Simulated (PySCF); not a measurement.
**Ni²⁺: atomic calculation**

System: Ni²⁺, configuration 1s2 2s2 2p6 3s2 3p6 3d7 4p1, multiplicity 5.
Method: unrestricted PBE0, aug-cc-pVTZ plus 1 even-tempered diffuse shell per l, non-relativistic, point nucleus (PySCF).

**Input**
```python
from pyscf import gto, scf, dft, mp, cc
import basis_set_exchange as bse
mol = gto.M(atom="Ni 0 0 0", charge=2, spin=4, symmetry="D2h",
            basis=gto.basis.parse(bse.get_basis("aug-cc-pVTZ", elements=["Ni"], fmt="nwchem", augment_diffuse=1)))
mf = dft.UKS(mol, xc="PBE0")
mf.irrep_nelec = {'Ag': (5, 4), 'B1g': (1, 1), 'B2g': (1, 0), 'B3g': (1, 0), 'B1u': (2, 2), 'B2u': (3, 2), 'B3u': (2, 2)}
mf.kernel()
```

The script is an equivalent of what the driver set up; the driver started from orbitals of its own, so the log can be shorter than this script's would be, and it computed the properties (radii, ⟨L²⟩, response) afterwards. It held the occupations shell by shell, which the script's counts by irreducible representation don't always enforce.

Hardware: 1 CPU thread, shared host.

**Output (extracts)**
```
damping factor = 0
level_shift factor = 0
DIIS = <class 'pyscf.scf.diis.CDIIS'>
diis_start_cycle = 1
diis_space = 10
diis_damp = 0
SCF conv_tol = 1e-09
SCF conv_tol_grad = None
number electrons alpha = 15  beta = 11
XC functionals = PBE0
    C. Adamo and V. Barone.,  J. Chem. Phys. 110, 6158 (1999)
    M. Ernzerhof and G. E. Scuseria.,  J. Chem. Phys. 110, 5029 (1999)
cycle= 1 E= -1506.61219294865  delta_E= -0.0102  |g|= 0.0408  |ddm|= 0.616
cycle= 2 E= -1506.61248448491  delta_E= -0.000292  |g|= 0.0424  |ddm|= 0.217
cycle= 3 E= -1506.61279330835  delta_E= -0.000309  |g|= 0.00711  |ddm|= 0.0356
cycle= 4 E= -1506.61294914658  delta_E= -0.000156  |g|= 0.00519  |ddm|= 0.0439
cycle= 5 E= -1506.61309659335  delta_E= -0.000147  |g|= 0.00159  |ddm|= 0.0552
cycle= 6 E= -1506.61310487619  delta_E= -8.28e-06  |g|= 0.000217  |ddm|= 0.014
cycle= 7 E= -1506.61310507225  delta_E= -1.96e-07  |g|= 2.45e-05  |ddm|= 0.00244
cycle= 8 E= -1506.61310507242  delta_E= -1.68e-10  |g|= 3.29e-06  |ddm|= 0.000145
converged SCF energy = -1506.61310507242  <S^2> = 6.0010219  2S+1 = 5.0004087
```

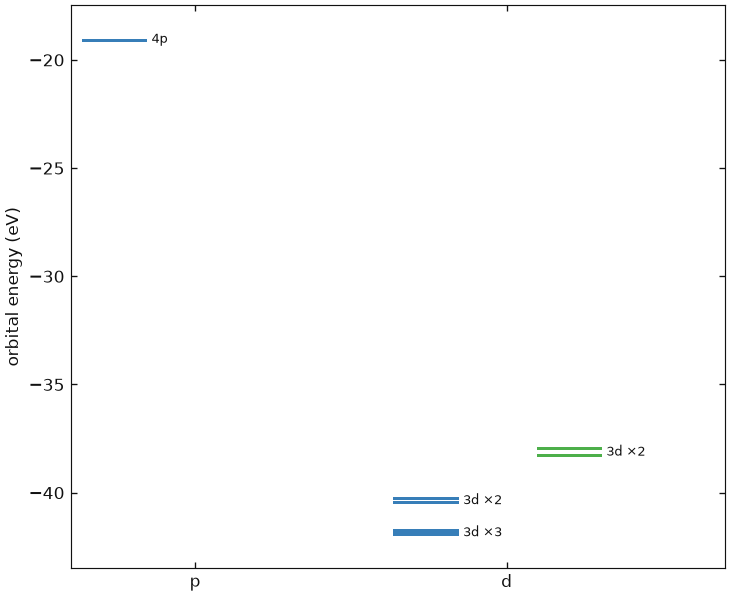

Orbital energies of the mean field, from the top down to −41.9 eV, by angular momentum, α spin at the left of each column and β at the right; ×n counts the orbitals under one label. Empty levels that the record names by l alone aren't drawn. The highest filled orbital is 4p α at −19.1 eV, the lowest empty one d β at −30.3 eV.

**Key numbers**

```
      quantity                    value
       outcome                converged
  total energy       −1506.6131 hartree
kinetic energy        1505.2675 hartree
          ⟨S²⟩                    6.001
          ⟨L²⟩                    13.89
SCF iterations                        8
      CPU time  8.3 s (integrals apart)
```

**Remarks**

The driver held the occupations shell by shell, and empty s levels lie below the filled 4p. This is not the ground configuration of the species. ⟨L²⟩ departs from that of the intended term, so the determinant mixes terms.
